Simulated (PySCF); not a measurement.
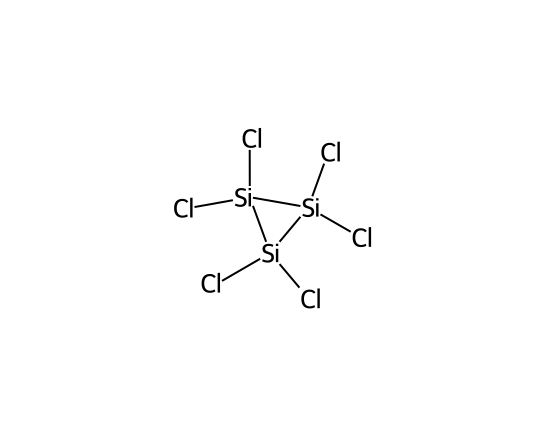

The geometry was computed by an optimisation with PBE0-D3(BJ)/def2-SVP. No frequency run is at hand to confirm it as a minimum. Level of theory: B3LYP/def2-SVPD, gas phase (PySCF 2.14.0). Excitations: vertical, linear response.

Computed properties:

The species is Si₃Cl₆ (`Cl[Si]1(Cl)[Si](Cl)(Cl)[Si]1(Cl)Cl`).
- dipole moment: 0.04 D
- HOMO energy (Kohn–Sham orbital): −7.52 eV
- LUMO energy (Kohn–Sham orbital): −3.01 eV
- HOMO–LUMO gap: 4.51 eV
- mean static polarisability: 172.0 bohr³
- lowest vertical singlet excitation: 3.55 eV
- its oscillator strength: 0.000
- brightest of the 10 lowest singlets: 5.38 eV
- its oscillator strength: 0.15
